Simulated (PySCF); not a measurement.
```xyz
14

C    -0.7858    1.0813    0.3020
C    -0.7886   -0.3919    0.6150
C    -1.1201   -1.3585   -0.4379
O    -1.0214   -1.1703   -1.6235
C     0.5337    0.4127    0.5205
C     1.4743    0.2005   -0.6332
S     1.3191    0.6694    2.0765
H    -1.1619    1.7537    1.0583
H    -1.0239    1.3581   -0.7154
H    -1.0748   -0.6898    1.6154
H    -1.4906   -2.3240   -0.0435
H     2.0372    1.1146   -0.8151
H     0.9231   -0.0579   -1.5345
H     2.1788   -0.5982   -0.4068
```

Geometry: GFN2-xTB.

Method: UKS B3LYP, pcH-1 on C H O S, non-relativistic, mean-field spin-orbit, GIAO in PySCF.

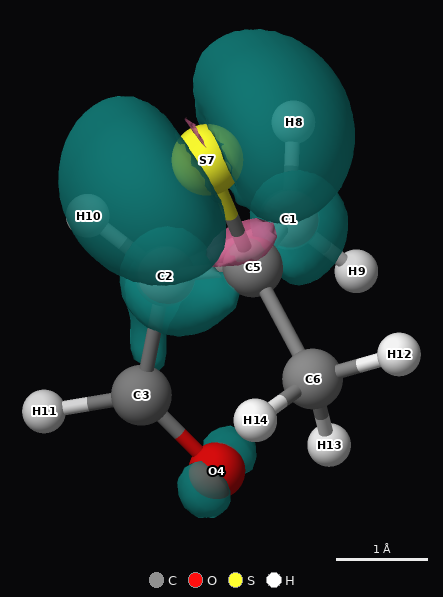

C$_{5}$H$_{7}$OS (doublet). Isosurfaces of the spin density (α minus β) at +0.02 (teal) and −0.02 e/Å³ (pink), seen at an oblique angle.

Where is the unpaired spin?

The unpaired spin (1 electron) lies mostly on S7 (about 0.8), in electrons by Hirshfeld's partition.
